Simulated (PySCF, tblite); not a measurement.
**C₃H₈BO₂Si radical: geometry, infrared bands and EPR parameters**

What infrared bands and EPR parameters should C₃H₈BO₂Si radical (`OB(O[SiH3])[C@H]1[CH]C1`) show?

The runs use tblite 0.8.0 and PySCF 2.14.0, with density-fitted response routines of our own; the level of theory stands in each step. All values are computed, except where a source is named. Atoms count from 0, in the outputs and in this text.

### 1 Starting geometry

15 atoms, charge 0, multiplicity 2; geometry from: force field or distance geometry start.

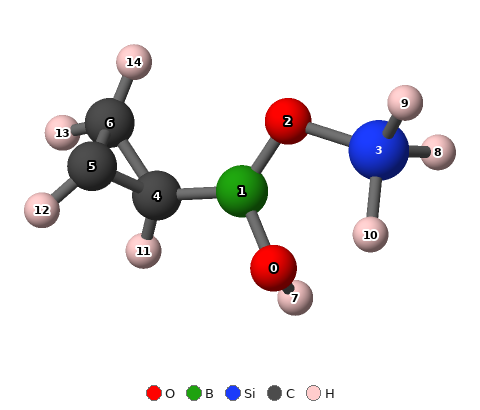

The starting geometry (oxygen red, boron green, silicon blue, carbon dark grey, hydrogen pink), atoms numbered.

### 2 Geometry optimisation with GFN2-xTB

What the job is given:

```
{"job": {"kind": "relax", "xc": "GFN2-xTB", "basis": "xTB"}, "charge": 0, "multiplicity": 2}
O      1.106000    -0.762700     1.167800
B      0.250100    -0.181200     0.095200
O      0.861300     0.826900    -0.728100
Si     2.552300     0.834800    -0.425700
C     -1.254600    -0.595100     0.141800
C     -2.140000     0.475700     0.769700
C     -2.303000     0.086100    -0.672200
H      1.347600    -1.672600     0.879800
H      3.238200     0.013300    -1.417300
H      3.115900     2.160600    -0.344000
H      2.778400     0.164000     0.891600
H     -1.456300    -1.653400     0.444800
H     -2.800600     0.035200     1.563900
H     -3.218700    -0.531400    -0.847900
H     -2.081000     0.807800    -1.469600
```

On the command line:

```console
$ OMP_NUM_THREADS=1 python probes_run.py task.json out
```

One launch serves the whole session: the jobs run in the order shown.

Log:

```text
step      E/eV     max force
  0    -586.42482    3.133
  1    -586.88183    1.993
  2    -587.14606    1.538
  3    -587.22414    0.748
  4    -587.34184    0.839
  5    -587.42350    1.135
  6    -587.51610    0.810
  7    -587.57264    0.680
  8    -587.60804    0.506
  9    -587.63331    0.572
 10    -587.65459    0.464
 11    -587.68025    0.464
 12    -587.71186    0.609
 13    -587.74003    0.483
 14    -587.76004    0.364
 15    -587.77455    0.321
 16    -587.78705    0.356
 17    -587.79908    0.390
 18    -587.81274    0.435
 19    -587.83535    0.666
 20    -587.87522    1.019
 21    -587.93155    1.366
 22    -588.04177    1.024
 23    -588.10200    1.769
 24    -587.97147    3.850
 25    -588.18760    1.015
 26    -588.21147    0.496
 27    -588.24779    0.404
 28    -588.29656    0.874
 29    -588.31930    0.400
 30    -588.33979    0.349
 31    -588.35286    0.322
 32    -588.36723    0.292
 33    -588.37635    0.260
 34    -588.38323    0.221
 35    -588.38924    0.201
 36    -588.39593    0.200
 37    -588.40276    0.178
 38    -588.40683    0.160
 39    -588.41148    0.194
 40    -588.41791    0.279
 41    -588.42604    0.277
 42    -588.43252    0.168
 43    -588.43595    0.104
 44    -588.43783    0.102
 45    -588.43962    0.102
 46    -588.44128    0.101
 47    -588.44255    0.098
 48    -588.44351    0.073
 49    -588.44447    0.079
 50    -588.44556    0.082
 51    -588.44671    0.085
 52    -588.44773    0.075
 53    -588.44850    0.072
 54    -588.44910    0.059
 55    -588.44975    0.073
 56    -588.45057    0.077
 57    -588.45160    0.098
 58    -588.45272    0.089
 59    -588.45379    0.075
 60    -588.45470    0.096
 61    -588.45553    0.085
 62    -588.45629    0.076
 63    -588.45687    0.054
 64    -588.45733    0.054
 65    -588.45779    0.051
 66    -588.45834    0.066
 67    -588.45887    0.073
 68    -588.45924    0.039
 69    -588.45945    0.030
 70    -588.45960    0.029
 71    -588.45973    0.032
 72    -588.45985    0.030
 73    -588.45995    0.024
 74    -588.46002    0.026
 75    -588.46011    0.029
 76    -588.46019    0.027
 77    -588.46027    0.028
 78    -588.46040    0.034
 79    -588.46062    0.037
 80    -588.46105    0.059
 81    -588.46145    0.243
 82    -588.46204    0.138
 83    -588.46513    0.209
 84    -588.46417    0.523
 85    -588.45405    0.394
 86    -588.46792    0.096
 87    -588.47229    0.156
 88    -588.46067    0.744
 89    -588.47537    0.146
 90    -588.47753    0.159
 91    -588.48365    0.478
 92    -588.48951    0.192
 93    -588.49591    0.086
 94    -588.50064    0.394
 95    -588.50608    0.094
 96    -588.50787    0.104
 97    -588.50976    0.101
 98    -588.51109    0.127
 99    -588.51262    0.136
100    -588.51480    0.112
101    -588.51587    0.122
102    -588.51702    0.100
103    -588.51813    0.065
104    -588.51905    0.060
105    -588.51968    0.068
106    -588.52059    0.072
107    -588.52158    0.076
108    -588.52290    0.086
109    -588.52420    0.090
110    -588.52549    0.085
111    -588.52654    0.083
112    -588.52756    0.067
113    -588.52836    0.064
114    -588.52918    0.079
115    -588.52974    0.055
116    -588.53007    0.058
117    -588.53027    0.035
118    -588.53047    0.033
119    -588.53072    0.040
120    -588.53094    0.043
121    -588.53114    0.041
122    -588.53131    0.028
123    -588.53146    0.030
124    -588.53159    0.030
125    -588.53174    0.038
126    -588.53198    0.052
127    -588.53239    0.060
128    -588.53303    0.072
129    -588.53377    0.070
130    -588.53441    0.055
131    -588.53483    0.046
132    -588.53519    0.073
133    -588.53554    0.069
134    -588.53601    0.039
135    -588.53624    0.041
136    -588.53643    0.024
137    -588.53650    0.015
138    -588.53654    0.017
139    -588.53657    0.015
140    -588.53661    0.014
141    -588.53664    0.014
142    -588.53667    0.012
143    -588.53670    0.012
144    -588.53671    0.012
145    -588.53673    0.011
146    -588.53674    0.007
```

Run time: 0.91 s. Hardware: 1 thread of Arm Neoverse V1, shared host.

Along the way: (not every step is listed)

| step | energy from step 0 (eV) | largest force (eV/Å) |
| --- | --- | --- |
| 0 | 0.0000 | 3.1333 |
| 1 | -0.4570 | 1.9931 |
| 2 | -0.7212 | 1.5377 |
| 3 | -0.7993 | 0.7477 |
| 4 | -0.9170 | 0.8393 |
| 5 | -0.9987 | 1.1354 |
| 6 | -1.0913 | 0.8103 |
| 7 | -1.1478 | 0.6800 |
| 8 | -1.1832 | 0.5058 |
| 21 | -1.5067 | 1.3657 |
| 34 | -1.9584 | 0.2212 |
| 47 | -2.0177 | 0.0982 |
| 60 | -2.0299 | 0.0957 |
| 73 | -2.0351 | 0.0235 |
| 86 | -2.0431 | 0.0963 |
| 99 | -2.0878 | 0.1356 |
| 112 | -2.1027 | 0.0666 |
| 125 | -2.1069 | 0.0380 |
| 138 | -2.1117 | 0.0168 |
| 141 | -2.1118 | 0.0137 |
| 142 | -2.1119 | 0.0119 |
| 143 | -2.1119 | 0.0119 |
| 144 | -2.1119 | 0.0124 |
| 145 | -2.1119 | 0.0106 |
| 146 | -2.1119 | 0.0072 |

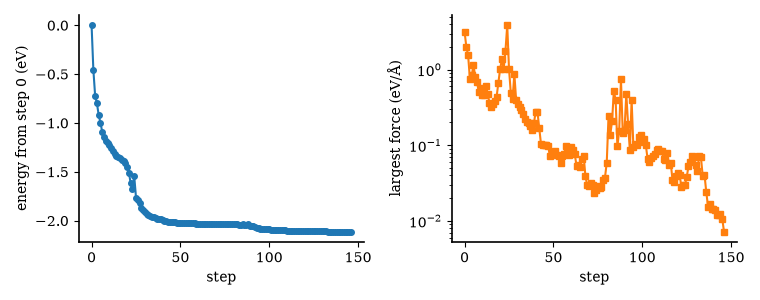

Energy and largest force along the relaxation.

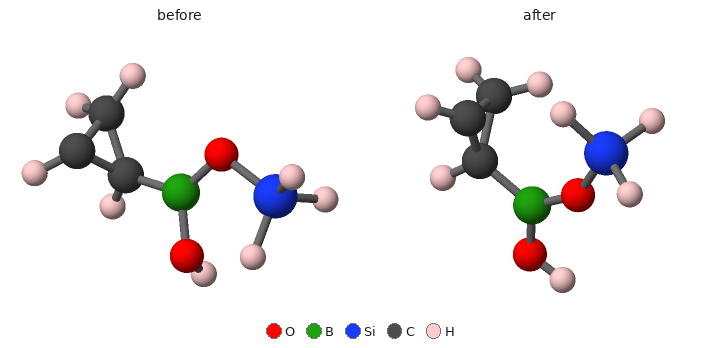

The geometry before (left) and after (right).

Distances of close pairs at the start and the end, largest changes first:

| bond | before (Å) | after (Å) | change (Å) |
| --- | --- | --- | --- |
| O0–B1 | 1.490 | 1.350 | -0.141 |
| O2–Si3 | 1.718 | 1.613 | -0.104 |
| B1–O2 | 1.438 | 1.344 | -0.094 |
| C4–C5 | 1.525 | 1.467 | -0.058 |
| C5–H12 | 1.123 | 1.069 | -0.054 |
| C5–C6 | 1.502 | 1.455 | -0.048 |
| C4–C6 | 1.492 | 1.535 | +0.043 |
| Si3–H10 | 1.495 | 1.463 | -0.033 |

The final coordinates are the input of the step that follows.

### 3 Infrared spectrum with GFN2-xTB

What the job is given:

```
{"job": {"kind": "ir", "xc": "GFN2-xTB", "basis": "xTB"}, "charge": 0, "multiplicity": 2}
O      0.547964    -2.327708     1.034697
B      0.338911    -1.084300     0.553379
O      1.379294    -0.323222     0.173705
Si     1.866704     1.122794    -0.350441
C     -1.150851    -0.572237     0.450772
C     -1.467492     0.859060     0.397222
C     -1.598393     0.115884    -0.846565
H      1.467126    -2.596154     1.076433
H      2.179518     0.928578    -1.768153
H      0.843728     2.150957    -0.160316
H      3.059583     1.385821     0.454446
H     -1.873498    -1.222102     0.942468
H     -2.174419     1.435532     0.955316
H     -2.581969    -0.099935    -1.252782
H     -0.840620     0.235023    -1.610304
```

Log:

```text
mode    cm-1     km/mol
  1      59.4      0.07
  2      66.0      0.23
  3     100.8      0.40
  4     111.2      0.47
  5     192.6      1.43
  6     210.0      2.42
  7     320.7      7.25
  8     468.5      6.47
  9     539.5      4.88
 10     569.1     45.82
 11     614.7    124.64
 12     616.3     61.67
 13     636.8    130.10
 14     647.4     14.71
 15     760.9    210.17
 16     785.5    203.74
 17     805.9    138.81
 18     825.1    461.91
 19     846.6      6.36
 20     902.7     44.35
 21     964.6     48.01
 22    1012.8      3.03
 23    1029.2     30.16
 24    1047.0      5.20
 25    1067.9     23.51
 26    1092.2     17.20
 27    1174.6     22.91
 28    1245.6    257.30
 29    1307.8    811.83
 30    1383.2     43.24
 31    1457.0     13.06
 32    2233.1    370.43
 33    2244.1    387.27
 34    2265.9     72.18
 35    2957.5     39.05
 36    2992.9     53.31
 37    3038.0     30.54
 38    3142.6     39.63
 39    3603.2     11.47
```

Run time: 0.44 s. Hardware: 1 thread of Arm Neoverse V1, shared host.

Which atoms move in the most intense modes:

| cm⁻¹ | km/mol | atoms |
| --- | --- | --- |
| 761 | 210.2 | H8 48 %, H10 42 % |
| 786 | 203.7 | H9 60 %, H8 17 %, H10 17 % |
| 806 | 138.8 | H10 24 %, H8 19 %, H9 15 %, B1 10 % |
| 825 | 461.9 | Si3 18 %, H7 16 %, H10 14 %, H8 14 % |
| 1246 | 257.3 | B1 52 %, O0 13 % |
| 1308 | 811.8 | B1 56 %, O2 31 % |
| 2233 | 370.4 | H8 78 %, H9 17 % |
| 2244 | 387.3 | H9 45 %, H10 45 % |

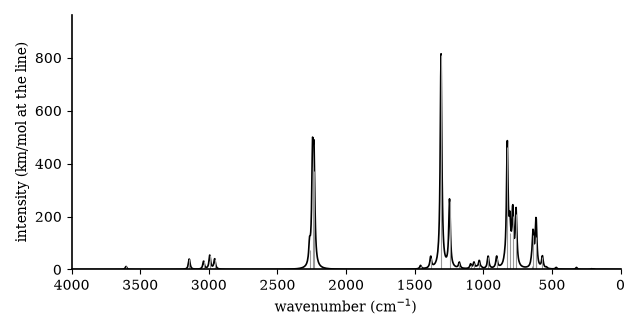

The infrared spectrum from these modes, unscaled. Lines are broadened to a width of 14 cm⁻¹ (Lorentzian).

### 4 EPR parameters: B3LYP/pcH-1

The job, as its differences from that of step 3:

```diff
@@ -1,2 +1,2 @@
-{"job": {"kind": "ir", "xc": "GFN2-xTB", "basis": "xTB"}, "charge": 0, "multiplicity": 2}
+{"job": {"kind": "epr", "basis": "pcH-1"}, "charge": 0, "multiplicity": 2}
 O      0.547964    -2.327708     1.034697
```

With the program's defaults for keys left out, this is: UKS B3LYP, pcH-1 on B C H O Si, non-relativistic, mean-field spin-orbit, GIAO.

Log:

```text
UKS, coarse grid
  cycle   1  E = -583.81706521  |g| = 7.26e-01
  cycle   2  E = -583.55654553  |g| = 1.12e+00
  cycle   3  E = -583.99724302  |g| = 8.32e-02
  cycle   4  E = -583.99913012  |g| = 5.20e-02
  cycle   5  E = -584.00022336  |g| = 1.17e-02
  cycle   6  E = -584.00026296  |g| = 5.29e-03
  cycle   7  E = -584.00027559  |g| = 1.17e-03
  cycle   8  E = -584.00027660  |g| = 3.25e-04
UKS, final grid
  cycle   1  E = -584.00027413  |g| = 3.54e-04
  cycle   2  E = -584.00027409  |g| = 4.89e-04
  cycle   3  E = -584.00027419  |g| = 4.79e-05
  cycle   4  E = -584.00027419  |g| = 2.44e-05
E = -584.00027419 Eh   <S^2> = 0.7530 (exact 0.7500)
g shifts (ppm)      1          2          3
  rmc          -147       -147       -147
  gc             20         18         27
  oz_so           2        614        880
  total        -125        486        761
hyperfine (MHz)  atom isotope    a_iso     a_fc   dipolar eigenvalues
    0   17O      -2.82      -2.82     -0.90      0.23      0.67
    1   11B      45.97      45.98     -3.58     -2.79      6.37
    2   17O       0.72       0.72     -0.94      0.28      0.66
    3  29Si     -11.27     -11.29     -3.57      1.42      2.15
    4   13C      -8.17      -8.18     -6.21     -0.04      6.25
    5   13C     290.73     290.81    -75.19    -70.90    146.10
    6   13C     -18.57     -18.57     -4.57     -0.49      5.06
    7    1H       2.05       2.05     -1.00     -0.82      1.82
    8    1H       4.76       4.76     -1.19     -1.01      2.20
    9    1H      12.89      12.89     -6.25     -4.90     11.15
   10    1H       4.08       4.09     -1.01     -0.91      1.93
   11    1H      69.80      69.80     -5.35     -2.16      7.51
   12    1H      -5.83      -5.84    -33.11     -4.09     37.20
   13    1H      47.22      47.22     -5.23     -2.07      7.29
   14    1H      72.39      72.39     -6.17     -4.00     10.17
```

Run time: 68 s. Hardware: 1 thread of Arm Neoverse V1, shared host; peak memory 0.96 GiB.

Principal g values 2.00219, 2.00280, 2.00308; g(iso) = 2.00269, against 2.00232 for a free electron.

Mean a(iso) over the nuclei that a row names, and the largest dipolar term of the row (other rows stand at the frozen geometry):

| nuclei | isotope | a(iso) (MHz) | a(iso) (G, at g = 2.0023) | largest dipolar term (MHz) |
| --- | --- | --- | --- | --- |
| C5 | 13C | 290.7 | 103.7 | 146.1 |
| H14 | 1H | 72.4 | 25.8 | 10.2 |
| H11 | 1H | 69.8 | 24.9 | 7.5 |
| H13 | 1H | 47.2 | 16.8 | 7.3 |
| B1 | 11B | 46.0 | 16.4 | 6.4 |
| C6 | 13C | -18.6 | -6.6 | 5.1 |
| Si3 | 29Si | -11.3 | -4.0 | -3.6 |
| C4 | 13C | -8.2 | -2.9 | 6.2 |
| H8, H9, H10 | 1H | 7.2 | 2.6 | 11.1 |
| H12 | 1H | -5.8 | -2.1 | 37.2 |
| O0 | 17O | -2.8 | -1.0 | -0.9 |
| H7 | 1H | 2.1 | 0.7 | 1.8 |
| O2 | 17O | 0.7 | 0.3 | -0.9 |

Mulliken spin populations:

O0 0.00; B1 0.03; O2 0.00; Si3 0.01; C4 -0.03; C5 0.95; C6 -0.04; H7 0.00; H8 0.00; H9 0.00; H10 0.00; H11 0.03; H12 -0.02; H13 0.02; H14 0.03

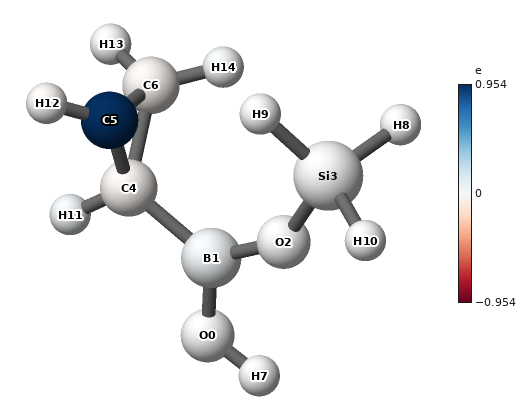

Mulliken spin populations, as colours on the atoms.

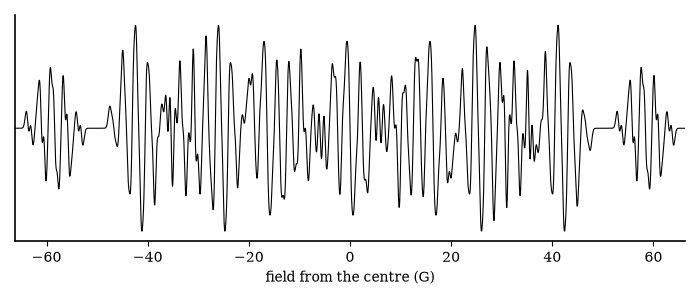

First-order isotropic spectrum (first derivative, main isotopes with spin only, couplings over 0.8 MHz, Gaussian width 0.3 G; couplings of the frozen geometry, rotation of groups not averaged beyond the rows shown).

Orbitals, density, ELF and potential are computed afterwards from the orbital file.

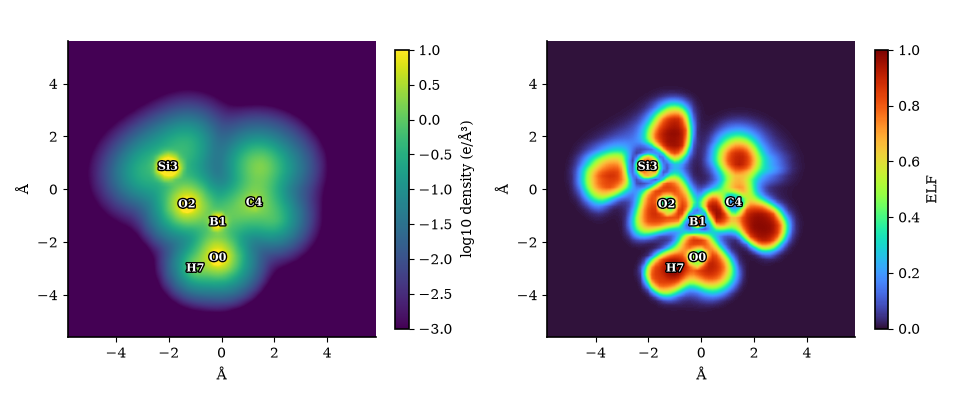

Density (left) and ELF (right) in a plane through or near 6 of the atoms.

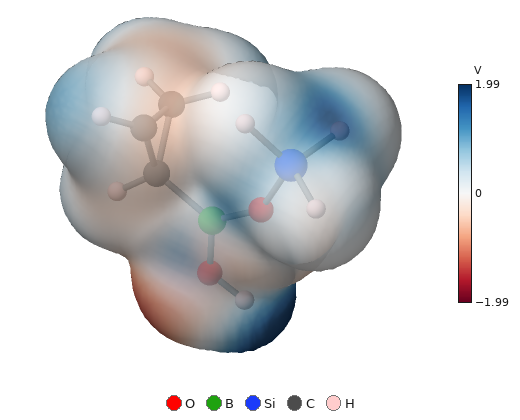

The potential that a unit positive charge feels on the 0.002 e/bohr³ surface, from -1.37 V near O0 to 1.99 V near H7.

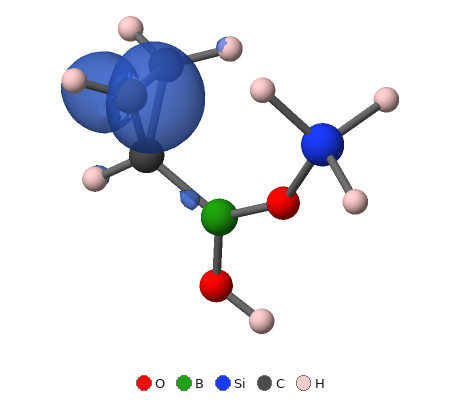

Spin density at ±0.05 e/Å³ (alpha excess blue, beta excess red).

### 5 Summary of results

```
                                                                  quantity                  value
                                 strongest single infrared mode (GFN2-xTB)  1308 cm⁻¹, 812 km/mol
                                              zero-point energy (GFN2-xTB)          64.8 kcal/mol
                                                            g(iso) (B3LYP)                2.00269
                                                                      ⟨S²⟩     0.753 (exact 0.75)
                                        largest a(iso) (averaged by class)   13C on C5, 290.7 MHz
potential on the surface of density 0.002 e/bohr³, 1st and 99th percentile     -1.37 V and 1.99 V
```

Over 146 steps the energy fell by 2.112 eV; of the close pairs, O0–B1 changed most, 1.490 to 1.350 Å. No mode is imaginary among the 39: a minimum at this level. The strongest single mode, at 1308 cm⁻¹, moves mainly B1 and O2. GFN2-xTB is a fitted tight-binding method: band positions and strengths are rough. Its intensities can rank the bands wrongly. C5 carries the largest spin population, 0.95 e. The isotropic g lies 0.4 ppt above the free-electron value.
